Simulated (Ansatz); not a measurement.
C2H6BFS: geometry relaxation (part 1 of 2)

System: C2H6BFS.
Method: RKS PBE-D4/def2-SVP (Ansatz 0.2.0).

The geometry: force-field start. Figures and captions count atoms from 1; the log counts them from 0 in places.

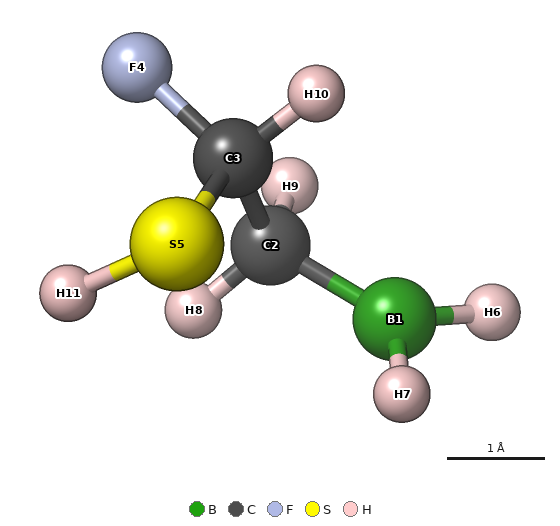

Fig. 1: The input geometry (ball-and-stick view, seen at a tilt; atoms are numbered from 1 in the order of the input).

### Summary

| quantity | value |
| --- | --- |
| outcome | converged |
| total energy | −16380.9282 eV |
| mean-field energy | −16380.6902 eV |
| dispersion energy | −0.2379 eV |
| SCF solution under orbital rotations | stable |
| largest force (length of the vector) at the end | 0.022 eV/Å |
| dipole moment | 1.54 D |
| hardware | 4 threads of Arm Neoverse V1, 23 GiB of memory available, shared host |
| wall time | 35 s (CPU time 2.1 min) |
| peak memory | 0.16 GiB |

### Input
```yaml
crystal:
  periodic: [false, false, false]
  atoms:
    - {symbol: B, position_ang: [-0.794900, 1.368300, 0.041100]}
    - {symbol: C, position_ang: [-0.220500, 0.094400, 0.678400]}
    - {symbol: C, position_ang: [0.882700, -0.487500, -0.184700]}
    - {symbol: F, position_ang: [1.632100, -1.470900, 0.543500]}
    - {symbol: S, position_ang: [0.289900, -1.212300, -1.745500]}
    - {symbol: H, position_ang: [-0.797000, 2.456700, 0.608700]}
    - {symbol: H, position_ang: [-1.348100, 1.364000, -1.020600]}
    - {symbol: H, position_ang: [-0.980600, -0.639900, 0.816200]}
    - {symbol: H, position_ang: [0.189000, 0.384300, 1.721100]}
    - {symbol: H, position_ang: [1.662600, 0.301300, -0.388500]}
    - {symbol: H, position_ang: [-0.449700, -2.215400, -1.049100]}
basis:
  gaussian: {orbitals: def2-SVP}
hamiltonian: {xc: pbe, dispersion: d4}
relax: {f_tol: 0.03, max_steps: 200}
```

Run as:
```bash
ansatz run in.yaml --threads 4 --pin off --events-out ev --progress --plain --max-ram 10444MiB
```

### What the program printed
```
Functional definition: PBE
  name "PBE"
  cite "Perdew, Burke & Ernzerhof, Phys. Rev. Lett. 77, 3865 (1996) doi:10.1103/PhysRevLett.77.3865"
  parent pbe
  parameter kappa = 0.804
  parameter beta = 0.06672455060314922
  exchange = pbe_x(kappa = kappa, mu = beta*pi^2/3)
  correlation = pbe_c(beta = beta)
1171 factors; their error is unknown
mean field evaluation 1: about -16373.6188 eV, gradient 5.0e1 eV
mean field evaluation 2: about -16365.5710 eV, gradient 7.3e1 eV
mean field evaluation 4: about -16379.9426 eV, gradient 5.7e0 eV
mean field evaluation 8: about -16380.0194 eV, gradient 1.5e-1 eV
mean field evaluation 16: about -16379.9577 eV, gradient 3.2e-4 eV
mean field -16379.95773246 eV, -601.9523439338 hartree, gradient 3.1e-5 eV, S^2 0.000000; 0 other end points of the search recorded, 0 dependent functions left out
the calculation of the forces begins
reference -16379.95776447 eV, -601.9523451103 hartree; 24, 24 occupied and 80, 80 virtual orbitals, 1171 factors
relax step   1: F+E_penalty+E_count = -16380.17925467 eV  Δ(F+E_penalty+E_count) = +0.000e0 eV  max|allowed force component| = 1.977e0 eV/Å  Δτ_max = 0.0000 Å  (29 SCF iters, accepted)
these checks for a lower state are left out or cut short: starts, cluster_reference, orbital_swaps, neighbouring_geometries, increment
1171 factors; their error is unknown
mean field -16380.17660236 eV, -601.9603872541 hartree, gradient 1.6e-5 eV, S^2 0.000000; 0 other end points of the search recorded, 0 dependent functions left out
[... from here on the field's lines of each further geometry are left out, up to the last ...]
relax step   2: F+E_penalty+E_count = -16380.39678921 eV  Δ(F+E_penalty+E_count) = -2.175e-1 eV  max|allowed force component| = 6.769e-1 eV/Å  Δτ_max = 0.0870 Å  (29 SCF iters, accepted)
relax step   3: F+E_penalty+E_count = -16380.45877747 eV  Δ(F+E_penalty+E_count) = -6.199e-2 eV  max|allowed force component| = 2.932e-1 eV/Å  Δτ_max = 0.0744 Å  (29 SCF iters, accepted)
relax step   4: F+E_penalty+E_count = -16380.48297861 eV  Δ(F+E_penalty+E_count) = -2.420e-2 eV  max|allowed force component| = 4.137e-1 eV/Å  Δτ_max = 0.2000 Å  (28 SCF iters, accepted)
relax step   5: F+E_penalty+E_count = -16380.52941305 eV  Δ(F+E_penalty+E_count) = -4.643e-2 eV  max|allowed force component| = 3.018e-1 eV/Å  Δτ_max = 0.1996 Å  (28 SCF iters, accepted)
relax step   6: F+E_penalty+E_count = -16380.56340993 eV  Δ(F+E_penalty+E_count) = -3.400e-2 eV  max|allowed force component| = 1.449e-1 eV/Å  Δτ_max = 0.2000 Å  (28 SCF iters, accepted)
relax step   7: F+E_penalty+E_count = -16380.58251598 eV  Δ(F+E_penalty+E_count) = -1.911e-2 eV  max|allowed force component| = 1.975e-1 eV/Å  Δτ_max = 0.2000 Å  (28 SCF iters, accepted)
relax step   8: F+E_penalty+E_count = -16380.59861302 eV  Δ(F+E_penalty+E_count) = -1.610e-2 eV  max|allowed force component| = 2.782e-1 eV/Å  Δτ_max = 0.1998 Å  (29 SCF iters, accepted)
relax step   9: F+E_penalty+E_count = -16380.60142391 eV  Δ(F+E_penalty+E_count) = -2.811e-3 eV  max|allowed force component| = 4.962e-1 eV/Å  Δτ_max = 0.1967 Å  (28 SCF iters, accepted)
relax step  10: F+E_penalty+E_count = -16380.60139386 eV  Δ(F+E_penalty+E_count) = +3.006e-5 eV  max|allowed force component| = 5.858e-1 eV/Å  Δτ_max = 0.1121 Å  (29 SCF iters, rejected (line search))
relax step  11: F+E_penalty+E_count = -16380.62215051 eV  Δ(F+E_penalty+E_count) = -2.073e-2 eV  max|allowed force component| = 2.899e-1 eV/Å  Δτ_max = 0.0561 Å  (30 SCF iters, accepted)
relax step  12: F+E_penalty+E_count = -16380.63475008 eV  Δ(F+E_penalty+E_count) = -1.260e-2 eV  max|allowed force component| = 1.387e-1 eV/Å  Δτ_max = 0.1000 Å  (30 SCF iters, accepted)
relax step  13: F+E_penalty+E_count = -16380.64799738 eV  Δ(F+E_penalty+E_count) = -1.325e-2 eV  max|allowed force component| = 5.637e-2 eV/Å  Δτ_max = 0.1500 Å  (28 SCF iters, accepted)
relax step  14: F+E_penalty+E_count = -16380.65097242 eV  Δ(F+E_penalty+E_count) = -2.975e-3 eV  max|allowed force component| = 4.187e-2 eV/Å  Δτ_max = 0.0445 Å  (30 SCF iters, accepted)
relax step  15: F+E_penalty+E_count = -16380.65279267 eV  Δ(F+E_penalty+E_count) = -1.820e-3 eV  max|allowed force component| = 4.427e-1 eV/Å  Δτ_max = 0.1950 Å  (28 SCF iters, accepted)
relax step  16: F+E_penalty+E_count = -16380.66440652 eV  Δ(F+E_penalty+E_count) = -1.161e-2 eV  max|allowed force component| = 1.825e-1 eV/Å  Δτ_max = 0.1005 Å  (30 SCF iters, accepted)
relax step  17: F+E_penalty+E_count = -16380.65269108 eV  Δ(F+E_penalty+E_count) = +1.172e-2 eV  max|allowed force component| = 6.979e-1 eV/Å  Δτ_max = 0.1903 Å  (29 SCF iters, rejected (line search))
relax step  18: F+E_penalty+E_count = -16380.67471396 eV  Δ(F+E_penalty+E_count) = -1.031e-2 eV  max|allowed force component| = 8.404e-2 eV/Å  Δτ_max = 0.0937 Å  (30 SCF iters, accepted)
relax step  19: F+E_penalty+E_count = -16380.68646558 eV  Δ(F+E_penalty+E_count) = -1.175e-2 eV  max|allowed force component| = 7.514e-2 eV/Å  Δτ_max = 0.0976 Å  (30 SCF iters, accepted)
relax step  20: F+E_penalty+E_count = -16380.71046420 eV  Δ(F+E_penalty+E_count) = -2.400e-2 eV  max|allowed force component| = 1.319e-1 eV/Å  Δτ_max = 0.1472 Å  (29 SCF iters, accepted)
relax step  21: F+E_penalty+E_count = -16380.74422987 eV  Δ(F+E_penalty+E_count) = -3.377e-2 eV  max|allowed force component| = 2.075e-1 eV/Å  Δτ_max = 0.1739 Å  (27 SCF iters, accepted)
relax step  22: F+E_penalty+E_count = -16380.80237479 eV  Δ(F+E_penalty+E_count) = -5.814e-2 eV  max|allowed force component| = 2.780e-1 eV/Å  Δτ_max = 0.1955 Å  (28 SCF iters, accepted)
relax step  23: F+E_penalty+E_count = -16380.88004371 eV  Δ(F+E_penalty+E_count) = -7.767e-2 eV  max|allowed force component| = 3.495e-1 eV/Å  Δτ_max = 0.1930 Å  (36 SCF iters, accepted)
relax step  24: F+E_penalty+E_count = -16380.86715268 eV  Δ(F+E_penalty+E_count) = +1.289e-2 eV  max|allowed force component| = 6.748e-1 eV/Å  Δτ_max = 0.1722 Å  (35 SCF iters, rejected (line search))
relax step  25: F+E_penalty+E_count = -16380.90463569 eV  Δ(F+E_penalty+E_count) = -2.459e-2 eV  max|allowed force component| = 4.613e-1 eV/Å  Δτ_max = 0.0861 Å  (29 SCF iters, accepted)
relax step  26: F+E_penalty+E_count = -16380.92298683 eV  Δ(F+E_penalty+E_count) = -1.835e-2 eV  max|allowed force component| = 2.028e-1 eV/Å  Δτ_max = 0.0740 Å  (29 SCF iters, accepted)
relax step  27: F+E_penalty+E_count = -16380.92633751 eV  Δ(F+E_penalty+E_count) = -3.351e-3 eV  max|allowed force component| = 7.745e-2 eV/Å  Δτ_max = 0.0331 Å  (31 SCF iters, accepted)
the calculation of the forces begins
reference -16380.69022675 eV, -601.9792626025 hartree; 24, 24 occupied and 80, 80 virtual orbitals, 1171 factors
relax step  28: F+E_penalty+E_count = -16380.92814424 eV  Δ(F+E_penalty+E_count) = -1.807e-3 eV  max|allowed force component| = 1.976e-2 eV/Å  Δτ_max = 0.0232 Å  (31 SCF iters, accepted)
1171 factors; their error is unknown
mean field evaluation 224: about -16380.6901 eV, gradient 2.2e-1 eV
```

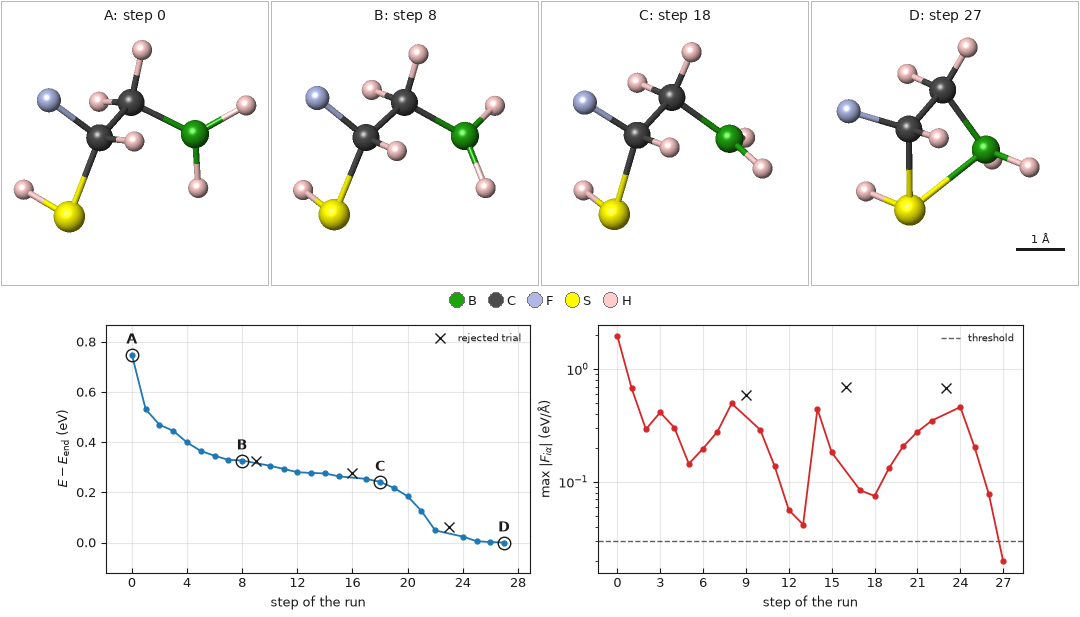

Fig. 2: Frames of the relaxation (ball-and-stick view, seen at a tilt) above the curves, on which the letters mark them (the first geometry is step 0 here and step 1 in the log).

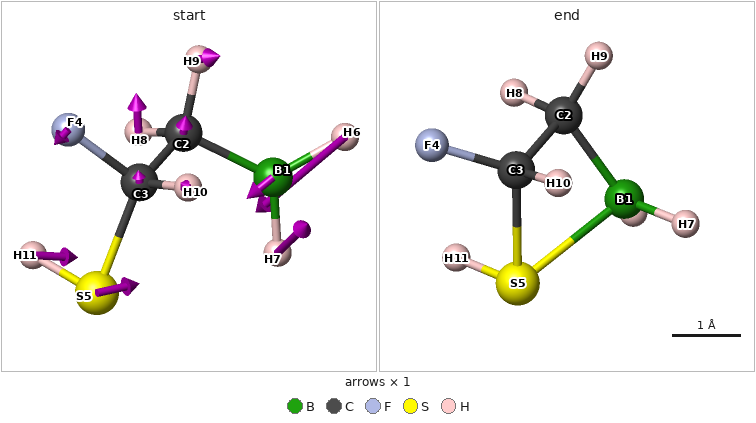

Fig. 3: Before (left) and after (right) the relaxation, at one scale (ball-and-stick view, seen at a tilt). The pink arrows give the displacements, at true length. H6 moves most after the best rigid fit: 2.12 Å. Largest moves by element: H 2.12 Å, S 0.75 Å, B 0.51 Å, F 0.33 Å, C 0.32 Å. Among the contacts that change: B1–S5 3.321 → 2.149 Å, B1–C2 1.536 → 1.632 Å, C3–S5 1.820 → 1.902 Å, C3–F4 1.435 → 1.366 Å. New bonds form: B1–S5 (3.32 → 2.15 Å). Among the angles that change: B1–C2–C3 110.7° → 94.8°, C2–C3–S5 113.8° → 98.7°, B1–C2–H9 107.4° → 118.4°. After 27 geometry steps the energy has fallen by 0.749 eV. The largest force component goes from 2 to 0.02 eV/Å. The line search rejected the trial steps at points 9, 16, 23 (counted from 0) and went back. (Atoms are counted from 1 in the order of the input.)

```
mean field -16380.69019580 eV, -601.9792614649 hartree, gradient 2.0e-5 eV, S^2 0.000000; 1 other end points of the search recorded, 0 dependent functions left out
the calculation of the forces begins
reference -16380.69022675 eV, -601.9792626025 hartree; 24, 24 occupied and 80, 80 virtual orbitals, 1171 factors
Total energy: -16380.92817520 eV, -601.9880070466 hartree
Atom 0 at    -0.796647     0.965252    -0.251981 Å, force    -0.007812    -0.014966    -0.004659 eV/Å
Atom 1 at     0.063643     0.195226     0.901765 Å, force    -0.006128     0.000648     0.001470 eV/Å
Atom 2 at     0.966262    -0.516779    -0.068948 Å, force     0.019764     0.005234     0.003514 eV/Å
Atom 3 at     1.513504    -1.714982     0.291498 Å, force    -0.014014     0.015936    -0.001399 eV/Å
Atom 4 at    -0.245306    -0.674059    -1.527013 Å, force    -0.015292    -0.009175    -0.000588 eV/Å
Atom 5 at    -2.013914     1.019642    -0.204882 Å, force     0.012188     0.003768     0.007785 eV/Å
Atom 6 at    -0.224355     1.883003    -0.827727 Å, force    -0.000444    -0.004470     0.001181 eV/Å
Atom 7 at    -0.553334    -0.554114     1.442244 Å, force     0.004305    -0.003256    -0.000417 eV/Å
Atom 8 at     0.615413     0.805874     1.645355 Å, force    -0.005531     0.002348    -0.002203 eV/Å
Atom 9 at     1.760596     0.138762    -0.488956 Å, force     0.000865    -0.012655     0.001864 eV/Å
Atom 10 at    -1.020361    -1.604827    -0.890756 Å, force     0.012099     0.016588    -0.006549 eV/Å
Dipole moment:     0.114597    -0.296638    -0.045970 e Å
```

### Trajectory as extended XYZ (Å, eV, eV/Å), 19 of the 28 frames kept, from step=1 to step=28
```
11
Properties=species:S:1:pos:R:3:forces:R:3 step=1 energy=-16380.17925
B    -0.7949    1.3683    0.0411   -0.8823   1.1200   0.0032
C    -0.2205    0.0944    0.6784    1.9771   1.1005   1.5603
C     0.8827   -0.4875   -0.1847    1.4037  -0.4082   0.7738
F     1.6321   -1.4709    0.5435   -0.7630   0.5634  -0.3564
S     0.2899   -1.2123   -1.7455   -0.4943  -0.9264   0.6049
H    -0.7970    2.4567    0.6087    0.1691  -0.2097   0.0313
H    -1.3481    1.3640   -1.0206   -0.0635  -0.1270  -0.5062
H    -0.9806   -0.6399    0.8162   -1.2755  -1.1123   0.2005
H     0.1890    0.3843    1.7211   -0.2182  -0.6502  -1.1325
H     1.6626    0.3013   -0.3885   -0.4759  -0.2919  -0.4405
H    -0.4497   -2.2154   -1.0491    0.6227   0.9419  -0.7385
11
Properties=species:S:1:pos:R:3:forces:R:3 step=3 energy=-16380.45878
B    -0.8405    1.4114    0.0511   -0.2171   0.0311   0.0512
C    -0.1876    0.1307    0.7030   -0.0221   0.0731  -0.2103
C     0.9039   -0.5052   -0.1593    0.2406  -0.2932   0.1861
F     1.5828   -1.4484    0.6212   -0.0937   0.1650  -0.1535
S     0.3550   -1.2613   -1.7272    0.0182   0.0015  -0.0458
H    -0.8655    2.4768    0.6562   -0.0316  -0.1479  -0.0789
H    -1.3450    1.3567   -1.0641    0.1415  -0.0010   0.1697
H    -0.9879   -0.6368    0.8641    0.0364   0.1372  -0.0405
H     0.2656    0.3330    1.6920    0.0259   0.0472   0.0883
H     1.6541    0.2498   -0.4875   -0.0057   0.0049   0.0298
H    -0.4694   -2.1636   -1.1289   -0.0924  -0.0178   0.0039
11
Properties=species:S:1:pos:R:3:forces:R:3 step=4 energy=-16380.48298
B    -0.8877    1.3738    0.0583    0.3945   0.1614  -0.1740
C    -0.1242    0.1568    0.6787   -0.0401   0.0817   0.0520
C     0.9634   -0.5339   -0.1498   -0.4137   0.2627  -0.1161
F     1.5832   -1.4635    0.6499    0.2653  -0.3263   0.1918
S     0.3779   -1.2861   -1.7130    0.0561  -0.0103  -0.0695
H    -1.0027    2.4126    0.6779   -0.2186  -0.0154   0.1143
H    -1.3119    1.3184   -1.0752   -0.1107  -0.0395  -0.0681
H    -0.9387   -0.5880    0.8453   -0.0892  -0.1240   0.1007
H     0.2990    0.3793    1.6794    0.0658  -0.0069  -0.0001
H     1.7270    0.2079   -0.4759    0.0390  -0.0626  -0.0644
H    -0.6198   -2.0344   -1.1550    0.0516   0.0792   0.0334
```
